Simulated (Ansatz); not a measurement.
# Ligand exchange: GeHCl3 + C3H6 → GeH2Cl2 + C3H5Cl

Species: GeHCl3 `[Cl][GeH]([Cl])[Cl]`, singlet; C3H6 (propene) `C=CC`, singlet; GeH2Cl2 (dichlorogermane) `[Cl][GeH2][Cl]`, singlet; C3H5Cl `C/C=C/Cl`, singlet. The partners trade Cl for H: Ge–Cl and C–H bonds give way to Ge–H and C–Cl.

Shapes, held fixed at every level: PBE0-D4/def2-TZVP. Programs: Ansatz 0.2.0. The zero-point and thermal change to 298 K, harmonic and unscaled (PBE0-D4/def2-TZVP), is -6.9 kJ/mol.

```tsv
level	kind	ΔH(298 K) (kJ/mol)	less CCSD(T)/def2-TZVPP
HF/def2-SVP	Hartree–Fock	+129.5	+10.5
SPW92/def2-TZVPP	LDA	+102.5	-16.5
PBE-D4/def2-TZVPP	GGA	+110.1	-8.9
B3LYP-D4/def2-TZVPP	global hybrid	+117.9	-1.1
PBE0-D4/def2-TZVPP	global hybrid	+114.9	-4.1
B2PLYP/def2-TZVPP	double hybrid	+118.3	-0.7
MP2/def2-TZVPP	perturbation theory	+122.1	+3.1
CCSD(T)/def2-TZVPP	coupled cluster or CI	+119.0	0.0
```

The highest level, CCSD(T)/def2-TZVPP, gives ΔH(298 K) = +119.0 kJ/mol; the levels span +102.5 to +129.5. The column of differences is taken from that level and isn't an error. No measured value is set beside it here. Relativity is left out for Ge unless named. Correlated rows may include outer-core shells of Ge, which these sets cover unevenly.

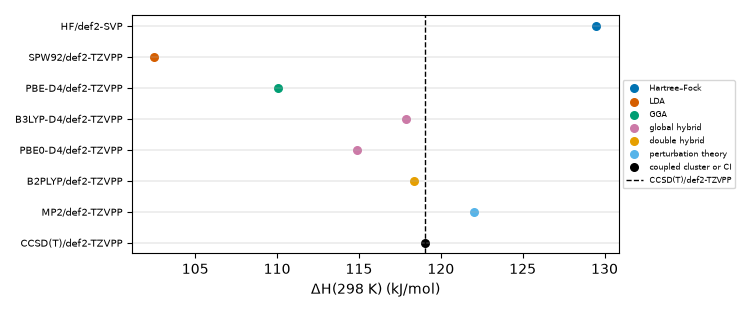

The values of the table, level by level.
